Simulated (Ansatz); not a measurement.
# A sinusoid for the slip curve: generalised stacking fault on (110) of W

The cell holds 12 atoms: 12 W. Cell: a = 2.758 Å, b = 2.758 Å, c = 27.026 Å, α = 90.0°, β = 90.0°, γ = 109.5°. It derives from W. 48 atoms of W, stacked on (1 1 0); one fault a cell: the periodic image above is shifted rigidly by 0.000 Å along the in-plane vector of length 2.758 Å (1/2<111>); atoms relaxed along the normal alone with the MACE-MP-0b2 potential. Lattice constants are starting values near those of PBE. Folded to one surface cell (a quarter of the atoms).

Calculated with Ansatz 0.2.0: Kohn-Sham DFT, PBE, PAW (set soft_2), plane waves; cutoff 420 eV, k-mesh 10×10×1, fermi-dirac smearing of 0.1 eV. The cell described is the unshifted one. Its image above is shifted by x, atoms are relaxed along the normal alone (with PBE), and the energy is counted from the unshifted cell over the area of the fault.

| slip x (Å) | fault energy (mJ/m²) |
| --- | --- |
| 0.000 | 0 |
| 0.230 | 177.0 |
| 0.690 | 1036 |
| 0.919 | 1378 |
| 1.149 | 1596 |
| 1.379 | 1663 |
| 1.609 | 1586 |
| 1.839 | 1363 |
| 2.069 | ? |
| 2.299 | 570.2 |
| 2.528 | 153.1 |

Task: Fit a squared sine to the rows given and interpolate to the withheld row.

**Working.**

The simplest curve with the period of the slip vector, p = 2.758 Å, is γ = γ0 sin²(πx/p), a line through the origin in u = sin²(πx/p).

| u | v (mJ/m²) |
| --- | --- |
| 0.0670823 | 177.018 |
| 0.500570 | 1035.76 |
| 0.749671 | 1377.98 |
| 0.932918 | 1595.94 |
| 1 | 1663.17 |
| 0.932918 | 1586.45 |
| 0.749671 | 1362.71 |
| 0.249343 | 570.213 |
| 0.0670823 | 153.144 |

For a line through the origin, slope = Σuv / Σu² = 7369.5 / 4.1864 = 1760.

At x = 2.069 Å, u = 0.4994.

Prediction at 2.069: 879.2 mJ/m². The run gave 1016 mJ/m², so the fit is low by 137 mJ/m² (14 % of the value).

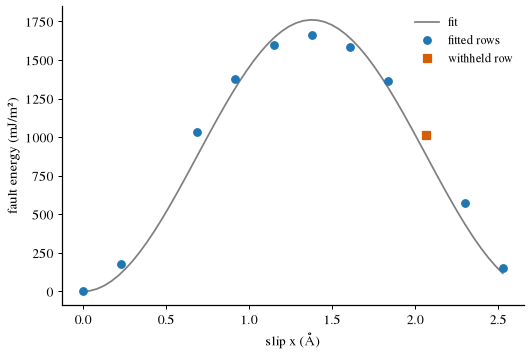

The fit, the rows that it rests on and the withheld row.

So γ0 = 1760 mJ/m², and the steepest slope of the fitted curve, πγ0/p, is 20.1 GPa. The row at 0.690 Å, its mirror image about half the vector, holds 1036 mJ/m². Among the rows given, the largest miss of the fit is at 0.690, by 155 mJ/m² (9.3 % of the range of the table).

Limits: Rigid slip in the plane; the cell's length along the normal is held. The cell and its k-mesh tilt with the slip, which can add an error that grows with it.

[Hosts, paths, dates, database ids (printed as entryN), source tags and the programs' standing remarks are cut or masked in the printed files.]
